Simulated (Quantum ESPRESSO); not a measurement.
# KOs3 (Pm-3m): zone-centre phonons, part 2 of 2

Aim: the zone-centre modes of KOs3 (Pm-3m).

Quantum ESPRESSO 7.5; DFT LDA, scalar-relativistic, plane waves, JTH PAW pseudopotentials.

So far. Step 2 (A probe with smearing): No gap opens on this mesh, so smearing is kept; the start stands at -29 GPa. Step 4 (Self-consistent run for the response): The cell stands at -0.057 GPa, close enough for phonons. The relaxed cell has a = 3.980 Å (conventional setting).

The structure was built from a prototype and need not be the compound's stable phase.

## (5) Linear response at Γ

At q = 0 one unit cell holds all displacements; symmetry groups them into irreducible representations that are solved one by one. With smeared occupations no response to a homogeneous field can be asked.

ph.in

```
phonons
 &inputph
    prefix='x',
    outdir='./tmp',
    fildyn='g.dyn',
    tr2_ph=1.0d-18,
    alpha_mix(1)=0.4,
    nmix_ph=8,
 /
0.000000000000 0.000000000000 0.000000000000
```

Command:

```console
$ OMP_NUM_THREADS=1 mpirun -n 4 ph.x -nk 4 -in ph.in > ph.out
```

Log:

```text
[banners, grids, parts of the stress and lines that vanish by symmetry left out]
[banner, memory and clock lines left out]
Program PHONON v.7.5

     ./tmp/x.save/

     file K.upf: wavefunction(s)  3S 4S 3P 4P 0D renormalized
     file Os.upf: wavefunction(s)  6S 0S 0P 0P 5D 0D renormalized

     IMPORTANT: XC functional enforced from input :
     Exchange-correlation= PW
                           (   1   4   0   0   0   0   0)
     Any further DFT definition will be discarded
     Please, verify this is what you really want

     G-vector sticks info

     Reading collected, re-writing distributed wavefunctions in ./tmp/

     Number and degeneracy of irreps per q-point
       N         xq(1)         xq(2)         xq(3)   N irreps
       1   0.000000000   0.000000000   0.000000000       4
        3   3   3   3

     Calculation of q =    0.0000000   0.0000000   0.0000000

     phonons

     bravais-lattice index     =            0
     lattice parameter (alat)  =       7.5209  a.u.
     unit-cell volume          =     425.4093 (a.u.)^3
     number of atoms/cell      =            4
     number of atomic types    =            2
     kinetic-energy cut-off    =      40.0000  Ry
     charge density cut-off    =     200.0000  Ry
     convergence threshold     =      1.0E-18
     beta                      =       0.4000
     number of iterations used =            8
     Exchange-correlation= PW
                           (   1   4   0   0   0   0   0)

     celldm(1)=    7.52089  celldm(2)=    0.00000  celldm(3)=    0.00000
     celldm(4)=    0.00000  celldm(5)=    0.00000  celldm(6)=    0.00000

     crystal axes: (cart. coord. in units of alat)
               a(1) = (  1.0000  0.0000  0.0000 )
               a(2) = (  0.0000  1.0000  0.0000 )
               a(3) = (  0.0000  0.0000  1.0000 )

     reciprocal axes: (cart. coord. in units 2 pi/alat)
               b(1) = (  1.0000  0.0000  0.0000 )
               b(2) = (  0.0000  1.0000  0.0000 )
               b(3) = (  0.0000  0.0000  1.0000 )

     Atoms inside the unit cell:

     Cartesian axes

     site n.  atom      mass           positions (alat units)
        1  K      39.0983   tau(    1) = (    0.00000    0.00000    0.00000  )
        2  Os    190.2300   tau(    2) = (    0.00000    0.50000    0.50000  )
        3  Os    190.2300   tau(    3) = (    0.50000    0.00000    0.50000  )
        4  Os    190.2300   tau(    4) = (    0.50000    0.50000    0.00000  )

     Computing dynamical matrix for
                    q = (   0.0000000   0.0000000   0.0000000 )

     49 Sym.Ops. (with q -> -q+G )

     G cutoff =  286.5552  (  20341 G-vectors)     FFT grid: ( 36, 36, 36)
     G cutoff =  229.2441  (  14531 G-vectors)  smooth grid: ( 32, 32, 32)

     number of k points=    20  Marzari-Vanderbilt smearing, width (Ry)=  0.0200
                       cart. coord. in units 2pi/alat
        k(    1) = (   0.0000000   0.0000000   0.0000000), wk =   0.0092593
        k(    2) = (   0.0000000   0.0000000   0.1666667), wk =   0.0555556
        k(    3) = (   0.0000000   0.0000000   0.3333333), wk =   0.0555556
        [... further k-points left out ...]

     PseudoPot. # 1 for K  read from file:
     ./pseudo/K.upf
     Pseudo is Projector augmented-wave + core cor, Zval =  9.0
     Shape of augmentation charge: SINC**2
     Using radial grid of 1013 points,  5 beta functions with:
                l(1) =   0
                l(2) =   0
                l(3) =   1
                l(4) =   1
                l(5) =   2
     Q(r) pseudized with 0 coefficients

     PseudoPot. # 2 for Os read from file:
     ./pseudo/Os.upf
     Pseudo is Projector augmented-wave + core cor, Zval =  8.0
     Shape of augmentation charge: SINC**2
     Using radial grid of 1124 points,  6 beta functions with:
                l(1) =   0
                l(2) =   0
                l(3) =   1
                l(4) =   1
                l(5) =   2
                l(6) =   2
     Q(r) pseudized with 0 coefficients

     Mode symmetry, O_h (m-3m)  point group:

     Atomic displacements:
     There are    4 irreducible representations

     Representation     1      3 modes -  To be done

     Representation     2      3 modes -  To be done

     Representation     3      3 modes -  To be done

     Representation     4      3 modes -  To be done

     Alpha used in Ewald sum =   1.9000

     Representation #   1 modes #   1   2   3

     Self-consistent Calculation
      iter #   1   av.it.:   7.6
      thresh= 1.000E-02 alpha_mix =  0.400 |ddv_scf|^2 =  1.658E-06
      iter #   2   av.it.:  15.2
      thresh= 1.288E-04 alpha_mix =  0.400 |ddv_scf|^2 =  1.816E-08
      iter #   3   av.it.:  15.6
      thresh= 1.347E-05 alpha_mix =  0.400 |ddv_scf|^2 =  3.225E-10
      iter #   4   av.it.:  15.7
      thresh= 1.796E-06 alpha_mix =  0.400 |ddv_scf|^2 =  1.922E-11
      iter #   5   av.it.:  15.4
      thresh= 4.384E-07 alpha_mix =  0.400 |ddv_scf|^2 =  9.291E-13
      iter #   6   av.it.:  15.4
      thresh= 9.639E-08 alpha_mix =  0.400 |ddv_scf|^2 =  3.483E-14
      iter #   7   av.it.:  14.9
      thresh= 1.866E-08 alpha_mix =  0.400 |ddv_scf|^2 =  2.379E-15
      iter #   8   av.it.:  16.3
      thresh= 4.877E-09 alpha_mix =  0.400 |ddv_scf|^2 =  6.237E-18
      iter #   9   av.it.:  16.0
      thresh= 2.497E-10 alpha_mix =  0.400 |ddv_scf|^2 =  1.274E-18
      iter #  10   av.it.:  16.4
      thresh= 1.129E-10 alpha_mix =  0.400 |ddv_scf|^2 =  1.429E-20

     End of self-consistent calculation

     Convergence has been achieved

     Representation #   2 modes #   4   5   6

     Self-consistent Calculation
      iter #   1   av.it.:   6.3
      thresh= 1.000E-02 alpha_mix =  0.400 |ddv_scf|^2 =  4.773E-07
      iter #   2   av.it.:  14.7
      thresh= 6.909E-05 alpha_mix =  0.400 |ddv_scf|^2 =  1.164E-08
      iter #   3   av.it.:  15.0
      thresh= 1.079E-05 alpha_mix =  0.400 |ddv_scf|^2 =  1.184E-09
      iter #   4   av.it.:  15.2
      thresh= 3.441E-06 alpha_mix =  0.400 |ddv_scf|^2 =  2.364E-11
[...]
End of self-consistent calculation

     Convergence has been achieved

     Representation #   3 modes #   7   8   9

     Self-consistent Calculation
[...]
End of self-consistent calculation

     Convergence has been achieved

     Representation #   4 modes #  10  11  12

     Self-consistent Calculation
[...]
iter #   2   av.it.:  15.5
      thresh= 3.595E-05 alpha_mix =  0.400 |ddv_scf|^2 =  1.172E-08
      iter #   3   av.it.:  16.3
      thresh= 1.083E-05 alpha_mix =  0.400 |ddv_scf|^2 =  2.816E-11
      iter #   4   av.it.:  14.8
      thresh= 5.307E-07 alpha_mix =  0.400 |ddv_scf|^2 =  3.283E-13
      iter #   5   av.it.:  14.0
      thresh= 5.730E-08 alpha_mix =  0.400 |ddv_scf|^2 =  1.961E-14
      iter #   6   av.it.:  16.9
      thresh= 1.400E-08 alpha_mix =  0.400 |ddv_scf|^2 =  3.801E-17
      iter #   7   av.it.:  15.1
      thresh= 6.165E-10 alpha_mix =  0.400 |ddv_scf|^2 =  8.924E-18
      iter #   8   av.it.:  15.3
      thresh= 2.987E-10 alpha_mix =  0.400 |ddv_scf|^2 =  1.191E-20

     End of self-consistent calculation

     Convergence has been achieved

     Number of q in the star =    1
     List of q in the star:
          1   0.000000000   0.000000000   0.000000000

     Diagonalizing the dynamical matrix

     q = (    0.000000000   0.000000000   0.000000000 )

 **************************************************************************
     freq (    1) =      -3.288687 [THz] =    -109.698789 [cm-1]
     freq (    2) =      -3.288687 [THz] =    -109.698789 [cm-1]
     freq (    3) =      -3.288687 [THz] =    -109.698789 [cm-1]
     freq (    4) =      -0.535161 [THz] =     -17.851038 [cm-1]
     freq (    5) =      -0.535161 [THz] =     -17.851038 [cm-1]
     freq (    6) =      -0.535161 [THz] =     -17.851038 [cm-1]
     freq (    7) =      -0.012040 [THz] =      -0.401614 [cm-1]
     freq (    8) =      -0.012040 [THz] =      -0.401614 [cm-1]
     freq (    9) =      -0.012040 [THz] =      -0.401614 [cm-1]
     freq (   10) =       9.304548 [THz] =     310.366304 [cm-1]
     freq (   11) =       9.304548 [THz] =     310.366304 [cm-1]
     freq (   12) =       9.304548 [THz] =     310.366304 [cm-1]
 **************************************************************************

     Mode symmetry, O_h (m-3m)  point group:

     freq (   1-   3) =       -109.7  [cm-1]   --> T_1u G_15  G_4- I
     freq (   4-   6) =        -17.9  [cm-1]   --> T_2u G_25  G_5-
     freq (   7-   9) =         -0.4  [cm-1]   --> T_1u G_15  G_4- I
     freq (  10-  12) =        310.4  [cm-1]   --> T_1u G_15  G_4- I
```

It took 2.2 min on 4 MPI ranks of Arm Neoverse V2, shared host.

This step gave:

| Property | Result |
| --- | --- |
| largest acoustic frequency at the zone centre before the sum rule | -0.4 cm⁻¹ |
| highest optical zone-centre mode (no LO-TO term) | 310.4 cm⁻¹ |
| lowest optical zone-centre mode | -109.7 cm⁻¹ |

The acoustic modes at Γ come out as far as 0.4 cm⁻¹ from zero, where they should vanish, a small numerical error. The lowest optical mode is imaginary, 110i cm⁻¹, an instability at this level and on this k mesh.

## (6) Modes with the sum rule

A rigid shift of the crystal must cost nothing, but grids and finite bases break this; the acoustic sum rule is imposed before the matrix is diagonalised again.

dynmat.in

```
 &input
    fildyn='g.dyn',
    asr='simple',
    fileig='dynmat.eig',
 /
```

Command:

```console
$ dynmat.x -in dynmat.in > dynmat.out
```

Log:

```text
[banner, memory and clock lines left out]
Program DYNMAT v.7.5

     Reading Dynamical Matrix from file g.dyn
     ...Force constants read
     ...epsilon and Z* not read (not found on file)
     A direction for q was not specified:TO-LO splitting will be absent

     Polarizability (A^3 units)
     multiply by 1.000000 for Clausius-Mossotti correction
         0.000000    0.000000    0.000000
         0.000000    0.000000    0.000000
         0.000000    0.000000    0.000000

     IR activities are in (D/A)^2/amu units

# mode   [cm-1]    [THz]      IR
    1   -109.70   -3.2887    0.0000
    2   -109.70   -3.2887    0.0000
    3   -109.70   -3.2887    0.0000
    4    -17.84   -0.5349    0.0000
    5    -17.84   -0.5349    0.0000
    6    -17.84   -0.5349    0.0000
    7     -0.00   -0.0000    0.0000
    8      0.00    0.0000    0.0000
    9      0.00    0.0000    0.0000
   10    310.36    9.3045    0.0000
   11    310.36    9.3045    0.0000
   12    310.36    9.3045    0.0000

[end of the log left out, with the tail of the file of modes that dynmat.x writes under the same name]
```

The job ended after 0.47 s (1 thread).

Unit eigenvectors of the mass-weighted matrix after the sum rule; no LO-TO term. The modes at Γ (shares of kinetic energy by element, %) (negative means imaginary):

| mode | frequency (cm⁻¹) | K % | Os % |
| --- | --- | --- | --- |
| 1 | -109.7 | 5 | 95 |
| 2 | -109.7 | 5 | 95 |
| 3 | -109.7 | 5 | 95 |
| 4 | -17.8 | 0 | 100 |
| 5 | -17.8 | 0 | 100 |
| 6 | -17.8 | 0 | 100 |
| 7 | 0.0 | 6 | 94 |
| 8 | 0.0 | 6 | 94 |
| 9 | 0.0 | 6 | 94 |
| 10 | 310.4 | 88 | 12 |
| 11 | 310.4 | 88 | 12 |
| 12 | 310.4 | 88 | 12 |

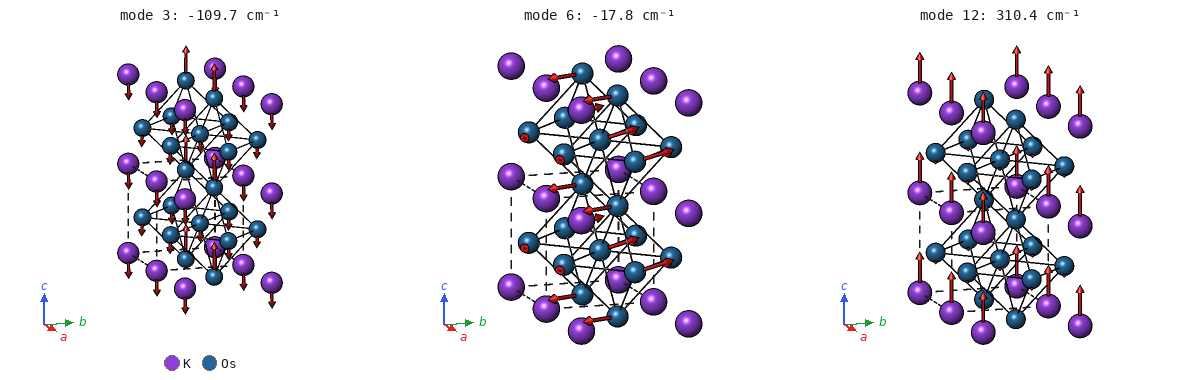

Displacement patterns of modes 3, 6 and 12 at Γ; arrows are exaggerated. 2×1×2 cells are drawn. Some periodic images of atoms are drawn too.

The rule moves no optical mode by more than 0.1 cm⁻¹.

## (7) Sum rules set otherwise (asr no)

Without the rule the raw error of the acoustic modes shows.

dynmat.in

```
 &input
    fildyn='g.dyn',
    asr='no',
    fileig='dynmat.eig',
 /
```

Command:

```console
$ dynmat.x -in dynmat.in > dynmat.out
```

Log:

```text
[banner, memory and clock lines left out]
Program DYNMAT v.7.5

     Reading Dynamical Matrix from file g.dyn
     ...Force constants read
     ...epsilon and Z* not read (not found on file)
     A direction for q was not specified:TO-LO splitting will be absent

     Polarizability (A^3 units)
     multiply by 1.000000 for Clausius-Mossotti correction
         0.000000    0.000000    0.000000
         0.000000    0.000000    0.000000
         0.000000    0.000000    0.000000

     IR activities are in (D/A)^2/amu units

# mode   [cm-1]    [THz]      IR
    1   -109.70   -3.2887    0.0000
    2   -109.70   -3.2887    0.0000
    3   -109.70   -3.2887    0.0000
    4    -17.85   -0.5352    0.0000
    5    -17.85   -0.5352    0.0000
    6    -17.85   -0.5352    0.0000
    7     -0.40   -0.0121    0.0000
    8     -0.40   -0.0121    0.0000
    9     -0.40   -0.0121    0.0000
   10    310.37    9.3045    0.0000
   11    310.37    9.3045    0.0000
   12    310.37    9.3045    0.0000

[end of the log left out, with the tail of the file of modes that dynmat.x writes under the same name]
```

Elapsed: 0.47 s, on 1 thread.

Zone-centre frequencies as printed; negative means imaginary. Modes:

| mode | frequency (cm⁻¹) |
| --- | --- |
| 1 | -109.7 |
| 2 | -109.7 |
| 3 | -109.7 |
| 4 | -17.85 |
| 5 | -17.85 |
| 6 | -17.85 |
| 7 | -0.4 |
| 8 | -0.4 |
| 9 | -0.4 |
| 10 | 310.4 |
| 11 | 310.4 |
| 12 | 310.4 |

Against the first rule no mode moves by more than 0.5 cm⁻¹.

## (8) Sum rules set otherwise: a sum rule for molecules or wires on a crystal

This rule also removes rotations, which suits wires and not a crystal; it is tried to see the harm.

dynmat.in

```
 &input
    fildyn='g.dyn',
    asr='one-dim',
    fileig='dynmat.eig',
 /
```

Command:

```console
$ dynmat.x -in dynmat.in > dynmat.out
```

Log:

```text
[banner, memory and clock lines left out]
Program DYNMAT v.7.5

     Reading Dynamical Matrix from file g.dyn
     ...Force constants read
     ...epsilon and Z* not read (not found on file)
asr rotation axis in 1D system=    3
     Acoustic Sum Rule: || Z*(ASR) - Z*(orig)|| =    0.000000E+00
     Acoustic Sum Rule: ||dyn(ASR) - dyn(orig)||=    2.584105E-01
     A direction for q was not specified:TO-LO splitting will be absent

     Polarizability (A^3 units)
     multiply by 1.000000 for Clausius-Mossotti correction
         0.000000    0.000000    0.000000
         0.000000    0.000000    0.000000
         0.000000    0.000000    0.000000

     IR activities are in (D/A)^2/amu units

# mode   [cm-1]    [THz]      IR
    1   -109.70   -3.2887    0.0000
    2   -109.70   -3.2887    0.0000
    3    -83.45   -2.5018    0.0000
    4    -17.85   -0.5352    0.0000
    5    -17.85   -0.5352    0.0000
    6     -0.00   -0.0000    0.0000
    7     -0.00   -0.0000    0.0000
    8     -0.00   -0.0000    0.0000
    9      0.00    0.0000    0.0000
   10    252.31    7.5642    0.0000
   11    310.37    9.3045    0.0000
   12    310.37    9.3045    0.0000

[end of the log left out, with the tail of the file of modes that dynmat.x writes under the same name]
```

Run time: 0.47 s. Hardware: 1 thread.

The run ended normally, but on settings that are not sound.

The fault: a sum rule for molecules or wires on a crystal; 1 optical mode is projected out to zero frequency, as if it were a rotation.

For a crystal the rule has to be 'simple' or 'crystal'.

Zone-centre frequencies as printed; negative means imaginary. Modes:

| mode | frequency (cm⁻¹) |
| --- | --- |
| 1 | -109.7 |
| 2 | -109.7 |
| 3 | -83.45 |
| 4 | -17.85 |
| 5 | -17.85 |
| 6 | 0 |
| 7 | 0 |
| 8 | 0 |
| 9 | 0 |
| 10 | 252.3 |
| 11 | 310.4 |
| 12 | 310.4 |

## (9) Results

```yaml
space_group_after_relaxation: Pm-3m
volume_per_atom: 15.8 Å³
highest_optical_zone_centre_mode_no_lo_to_term: 310.4 cm⁻¹
lowest_optical_zone_centre_mode: -109.7 cm⁻¹
imaginary_optical_modes_at_the_zone_centre_no_q_mesh_in_this_session: yes
```

What this shows: At the LDA level the optical modes of KOs3 (Pm-3m) at the zone centre run from 110i to 310 cm⁻¹, so the structure is a saddle point, with 6 modes beyond 10i cm⁻¹ there. The relaxation gained more than 0.3 eV an atom, so the start was far from this structure and its bonding may have changed. Of the 9 optical modes, 6 are infrared active alone and 3 are silent. These are harmonic frequencies at zero temperature: anharmonic shifts and linewidths and thermal expansion are left out. Spin-orbit coupling is left out, which can matter for the heavy elements here. In a metal the frequencies hang on the k mesh and the smearing, most of all near Kohn anomalies. The runs are without spin polarisation, although the cell has an odd electron count or an open d or f shell, so a magnetic state was not tested. The structure is a hypothetical one, built on a prototype.

[Host names and launcher messages were left out of these logs when they were recorded.]

[Logs are printed without paths, hosts, clocks, repeated set-up lines and the standing remarks that a program may print on its own settings, such as how far it seeks lower states.]

[Hosts, paths, dates, database ids (printed as entryN), source tags and the programs' standing remarks are cut or masked in the printed files.]
